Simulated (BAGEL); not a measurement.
**AlCl2 (SMILES [Cl][Al][Cl]): UHF/6-31G(d) (density fitting with qzvpp-jkfit, spherical functions)**

What is the vertical doublet–quartet gap of AlCl2 at UHF/6-31G* (density fitting with qzvpp-jkfit, spherical functions)? 

The calculation is run with BAGEL 1.2.2.

2 further runs of the same task are left out: 2 set aside as unsound or not needed. Runs told in other sessions of the task aren't counted.

## 1. The molecule

The species is AlCl2 (3 atoms), meant as a doublet with charge 0. As SMILES, `[Cl][Al][Cl]`. The shape is that of a PBE0-D4/def2-TZVP optimisation.

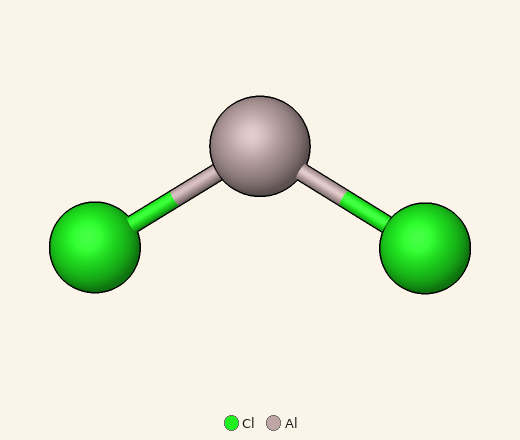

The structure, seen from a chosen angle (chlorine green, aluminium light grey).

## 2. The energy at UHF/6-31G(d) (density fitting with qzvpp-jkfit, spherical functions)

File input.json:

```json
{ "bagel": [

{
  "title": "molecule",
  "basis": "6-31gs.json",
  "df_basis": "qzvpp-jkfit",
  "angstrom": true,
  "geometry": [
    { "atom": "Cl", "xyz": [    1.374800,    0.868300,    0.838700 ] },
    { "atom": "Al", "xyz": [   -0.432100,    0.520700,   -0.177200 ] },
    { "atom": "Cl", "xyz": [   -0.953600,   -1.453800,   -0.674700 ] }
  ]
},
{
  "title": "uhf",
  "nopen": 1
},
{
  "title": "print",
  "file": "orbitals.molden",
  "orbitals": true
}

]}
```

The basis set 6-31G* is read from a file made from the Basis Set Exchange's data (not shown).

The run is started by

```sh
BAGEL_NUM_THREADS=1 BAGEL input.json > input.out
```

Output:

```text
* using 1 threads per process

  ===============================================================
  ===============================================================

  *** Geometry ***

  { "atom" : "Cl", "xyz" : [      2.597995,      1.640849,      1.584913 ] },
  { "atom" : "Al", "xyz" : [     -0.816551,      0.983980,     -0.334859 ] },
  { "atom" : "Cl", "xyz" : [     -1.802043,     -2.747284,     -1.274998 ] },

  Number of auxiliary basis functions:      384

  Since a DF basis is specified, we compute 2- and 3-index integrals:
    o Being stored without compression. Storage requirement is 0.009 GB

  Number of basis functions:       54
  Number of electrons      :       47

    * METHOD: MOLECULE                             0.10

  *** Open-shell HF ***

  === Nuclear Repulsion ===
   153.5261948265

      * DIIS with orbital gradients will be used.

  === UHF iteration (6-31gs.json) ===
      0      -1160.91249720          0.01710014           0.05
      1      -1160.97211665          0.00745211           0.05
      2      -1160.98251067          0.00313262           0.04
      3      -1160.98444078          0.00095254           0.04
      4      -1160.98514804          0.00019656           0.05
      5      -1160.98518447          0.00006511           0.05
      6      -1160.98519302          0.00001786           0.05
      7      -1160.98519390          0.00000890           0.05
      8      -1160.98519419          0.00000198           0.05
      9      -1160.98519420          0.00000066           0.05
     10      -1160.98519420          0.00000024           0.05
     11      -1160.98519420          0.00000005           0.05
     12      -1160.98519420          0.00000002           0.05
     13      -1160.98519420          0.00000001           0.05
    * SCF iteration converged.

    * S^2 (UHF) is 0.7532

    * Permanent dipole moment:
           (    0.507592,    -0.642667,     0.204687) a.u.

    * METHOD: UHF                                  0.71

    * METHOD: PRINT                                0.01

  ===============================================================
```

Run time: 0.95 s. Hardware: 1 thread of Arm Neoverse V2, shared host.

## 3. The quartet, same level

input.json: that of step 2 with these lines changed.

```diff
@@ -13,11 +13,4 @@
 },
-{
-  "title": "uhf",
-  "nopen": 1
-},
-{
-  "title": "print",
-  "file": "orbitals.molden",
-  "orbitals": true
-}
+{ "title": "uhf", "nopen": 3 },
+{ "title": "print", "file": "orbitals.molden", "orbitals": true }
```

The basis set 6-31G* is read from a file made from the Basis Set Exchange's data (not shown).

The run is started by

```sh
BAGEL_NUM_THREADS=1 BAGEL input.json > input.out
```

Output:

```text
* using 1 threads per process

  ===============================================================
  ===============================================================

  *** Geometry ***

  { "atom" : "Cl", "xyz" : [      2.597995,      1.640849,      1.584913 ] },
  { "atom" : "Al", "xyz" : [     -0.816551,      0.983980,     -0.334859 ] },
  { "atom" : "Cl", "xyz" : [     -1.802043,     -2.747284,     -1.274998 ] },

  Number of auxiliary basis functions:      384

  Since a DF basis is specified, we compute 2- and 3-index integrals:
    o Being stored without compression. Storage requirement is 0.009 GB

  Number of basis functions:       54
  Number of electrons      :       47

    * METHOD: MOLECULE                             0.10

  *** Open-shell HF ***

  === Nuclear Repulsion ===
   153.5261948265

      * DIIS with orbital gradients will be used.

  === UHF iteration (6-31gs.json) ===
      0      -1160.70003210          0.00957340           0.05
      1      -1160.74082584          0.00384311           0.04
      2      -1160.74836379          0.00161694           0.04
      3      -1160.75027277          0.00064649           0.05
      4      -1160.75057858          0.00016171           0.05
      5      -1160.75061553          0.00005443           0.05
      6      -1160.75061825          0.00003666           0.04
      7      -1160.75061994          0.00002811           0.05
      8      -1160.75062123          0.00002559           0.05
      9      -1160.75062178          0.00002697           0.05
     10      -1160.75062120          0.00002120           0.05
     11      -1160.75062163          0.00001587           0.05
     12      -1160.75062196          0.00000521           0.04
     13      -1160.75062202          0.00000189           0.05
     14      -1160.75062202          0.00000078           0.05
     15      -1160.75062202          0.00000039           0.05
     16      -1160.75062203          0.00000019           0.05
     17      -1160.75062203          0.00000013           0.05
     18      -1160.75062203          0.00000012           0.04
     19      -1160.75062203          0.00000010           0.05
     20      -1160.75062203          0.00000010           0.05
     21      -1160.75062203          0.00000010           0.05
     22      -1160.75062203          0.00000010           0.05
     23      -1160.75062203          0.00000005           0.04
     24      -1160.75062203          0.00000002           0.05
     25      -1160.75062203          0.00000002           0.05
     26      -1160.75062203          0.00000001           0.05
     27      -1160.75062203          0.00000001           0.05
    * SCF iteration converged.

    * S^2 (UHF) is 3.7853

    * Permanent dipole moment:
           (   -0.215503,     0.272130,    -0.086980) a.u.

    * METHOD: UHF                                  1.34

    * METHOD: PRINT                                0.01

  ===============================================================
```

Run time: 1.6 s. Hardware: 1 thread of Arm Neoverse V2, shared host.

## 4. Results

Level: UHF/6-31G* (density fitting with qzvpp-jkfit, spherical functions).

```
                                        quantity           value
                           doublet: total energy  -1160.98519 Eh
                          doublet: dipole moment          2.15 D
                                   doublet: ⟨S²⟩           0.753
                           quartet: total energy  -1160.75062 Eh
                          quartet: dipole moment          0.91 D
                                   quartet: ⟨S²⟩           3.785
vertical energy of the quartet above the doublet        6.383 eV
```

At this shape the quartet lies 6.38 eV (147 kcal/mol) above the doublet.
